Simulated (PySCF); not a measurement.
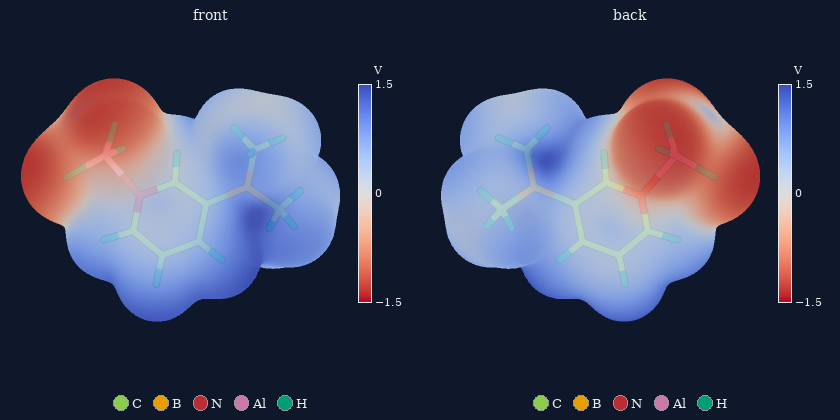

C₇H₁₃AlBN (SMILES CB(C)c1ccc[n+]([AlH3-])c1). The electrostatic potential painted on the density surface at 0.001 e/bohr³, seen from the front and from behind; the colour scale runs from red (negative) to blue (positive).

Geometry: GFN2-xTB.

Method: PySCF 2.14.0, PBE0/pcSseg-1, SCF density, gas phase, non-relativistic.

```yaml
atoms:
  - { symbol: C, position_ang: [-2.9832, -0.7454, 0.2491] }
  - { symbol: B, position_ang: [-1.8296, 0.3046, 0.0473] }
  - { symbol: C, position_ang: [-2.0782, 1.8525, 0.1274] }
  - { symbol: C, position_ang: [-0.3882, -0.2055, -0.3129] }
  - { symbol: C, position_ang: [-0.1471, -1.1313, -1.3354] }
  - { symbol: C, position_ang: [1.1419, -1.5529, -1.6165] }
  - { symbol: C, position_ang: [2.1834, -1.0512, -0.8552] }
  - { symbol: N, position_ang: [1.9679, -0.1860, 0.1225] }
  - { symbol: Al, position_ang: [3.2409, 0.6492, 1.4018] }
  - { symbol: C, position_ang: [0.7389, 0.2262, 0.3809] }
  - { symbol: H, position_ang: [-2.6337, -1.7387, 0.5207] }
  - { symbol: H, position_ang: [-3.7187, -0.4302, 0.9851] }
  - { symbol: H, position_ang: [-3.5277, -0.8489, -0.6912] }
  - { symbol: H, position_ang: [-3.0662, 2.1307, 0.4833] }
  - { symbol: H, position_ang: [-1.3399, 2.3338, 0.7665] }
  - { symbol: H, position_ang: [-1.9449, 2.3069, -0.8546] }
  - { symbol: H, position_ang: [-0.9767, -1.5099, -1.9146] }
  - { symbol: H, position_ang: [1.3362, -2.2603, -2.4075] }
  - { symbol: H, position_ang: [3.2155, -1.3324, -1.0099] }
  - { symbol: H, position_ang: [4.5933, 0.0612, 0.8549] }
  - { symbol: H, position_ang: [2.9027, 2.1683, 1.1262] }
  - { symbol: H, position_ang: [2.6298, 0.0594, 2.7354] }
  - { symbol: H, position_ang: [0.6790, 0.9268, 1.2067] }
```

Describe the electrostatic potential map.

The most negative region (about −1.3 V) lies over H20, H21 and H22, the most positive (about +1.4 V) over B2 and H17.

What dipole moment does the calculation give?

Its dipole moment is 7.37 D.
